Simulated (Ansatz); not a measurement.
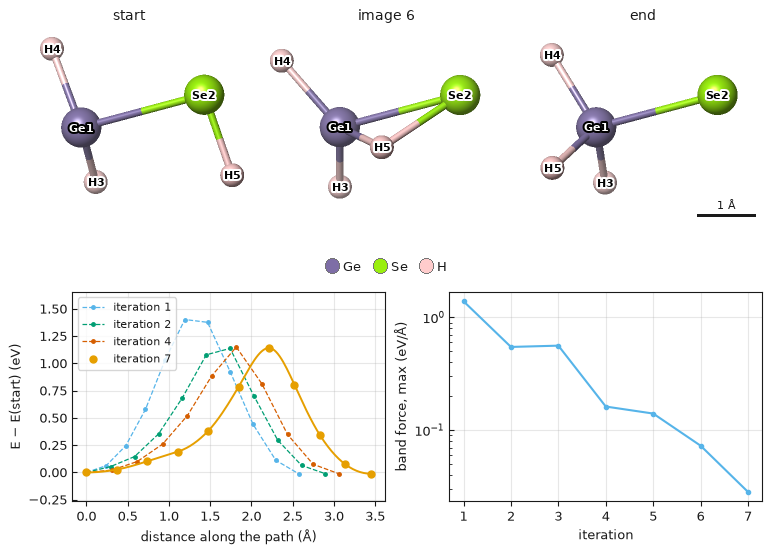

A nudged-elastic-band calculation for GeH$_{3}$Se (multiplicity 2). Images are numbered from 0 (start) to 10 (end). The plot follows the band through its iterations. The picture is a ball-and-stick view, seen at a tilt.

All numbers below come from UKS BLYP/def2-mTZVP (Ansatz). Settings: 9 movable images; climbing image; force threshold 0.05 eV/Å; iteration limit 41; starting path through a guess of the saddle point.

Question: How did the profile develop, and is the result final?

Answer: The result is final at these settings. The band converged in 7 iterations. The largest component of the band force went from 1.4 to 0.028 eV/Å. The climbing image converged on the top of the path. Its vibrational analysis gives one imaginary mode (1187i cm⁻¹), as a transition state must have. The first iteration put the highest image at 1.40 eV. The highest point, image 6, lies 1.14 eV above the start and 1.15 eV above the end; the end is at −0.01 eV relative to the start.

The run took 2.1 min on 2 threads of Arm Neoverse V1, on a shared host, peak memory 0.17 GiB.
